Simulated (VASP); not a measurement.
Band structure of TaC (space group Fm-3m). Calculation: PBE GGA, VASP's PBE PAW potentials (set 64) (plane waves; VASP 6.6.1).

Unless said otherwise, spin-orbit coupling is left out, though it shifts the bands of the heavy elements here.

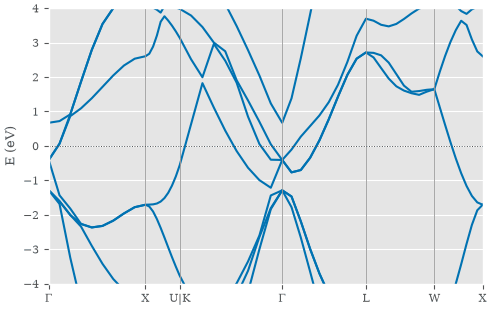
Fig. 1. Bands along high-symmetry lines, zero at the valence-band maximum or, without a gap, the Fermi level

### Question
Read the plot: is there a gap, and where are the band edges?

### Answer
It has no gap at this level: it comes out as a metal or semimetal.

The structure comes from a computed database's TaC entry (Fm-3m); how it stands against other phases isn't given here. The cell was not relaxed at this level. The electron count is odd and the run is not spin-polarised, which forces a metal.
